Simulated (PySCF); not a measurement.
Cl4S2Si2 (cyclo-(Cl2SiS)2)

```yaml
atoms:
  - { symbol: Si, position_ang: [0.0254, -0.7038, -1.1958] }
  - { symbol: Cl, position_ang: [0.3347, 0.0838, -3.0554] }
  - { symbol: Cl, position_ang: [-0.2697, -2.7122, -1.4174] }
  - { symbol: S, position_ang: [-1.5906, 0.2426, -0.1714] }
  - { symbol: Si, position_ang: [0.0092, 0.6823, 1.1752] }
  - { symbol: Cl, position_ang: [-0.3007, -0.1015, 3.0363] }
  - { symbol: Cl, position_ang: [0.3054, 2.6911, 1.3920] }
  - { symbol: S, position_ang: [1.6245, -0.2680, 0.1528] }
```

Geometry: PBE0-D3(BJ)/def2-SVP.

Level of theory: B3LYP/def2-SVPD, SCF density, gas phase in PySCF.

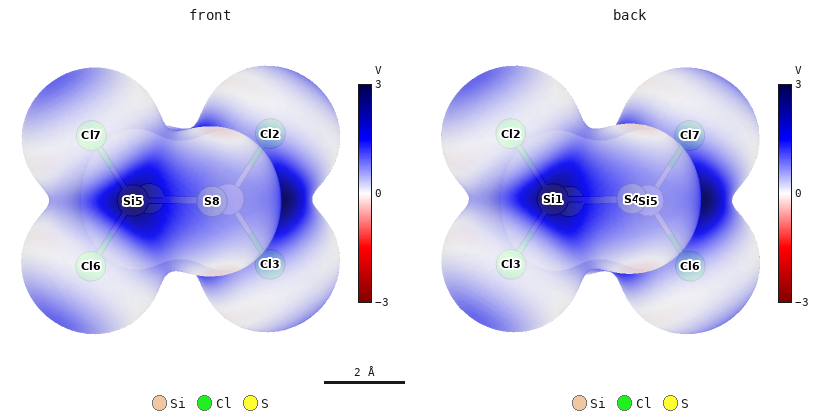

Figure 1. The molecular electrostatic potential painted on the density surface at 0.004 e/bohr³, seen from the front and from behind; the colour scale runs from red (negative) to blue (positive).

**Where is the surface potential most negative and most positive?**

The most negative region (about −0.1 V) lies over S4 and S8, the most positive (about +2.8 V) over Si1 and Si5. Cl2 shows a σ-hole: about +0.9 V at the tip opposite its bond, against about 0.0 V on its flanks. Cl3 shows a σ-hole: about +0.9 V at the tip opposite its bond, against about 0.0 V on its flanks. Cl6 shows a σ-hole: about +0.9 V at the tip opposite its bond, against about 0.0 V on its flanks. Cl7 shows a σ-hole: about +0.9 V at the tip opposite its bond, against about 0.0 V on its flanks.

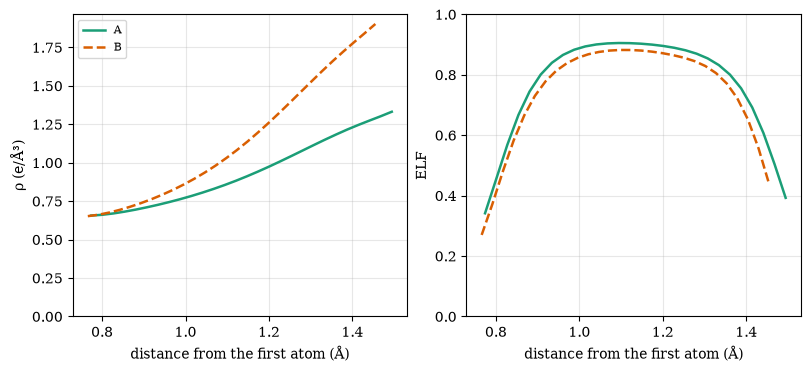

Figure 2. Total electron density and ELF along straight lines between neighbouring atoms. The curves leave out the atomic cores.

**Which curve belongs to which contact (Si–Cl and Si–S)? The first atom named is at distance zero.**

Curve A: Si–S (2.13 Å): ρ at the midpoint is about 0.83 e/Å³; the ELF peaks at about 0.90 between the atoms, as expected for localised, covalent bonding. Curve B: Si–Cl (2.04 Å): ρ at the midpoint is about 0.9 e/Å³; the ELF peaks at about 0.90 between the atoms; a shared but strongly polarised pair.
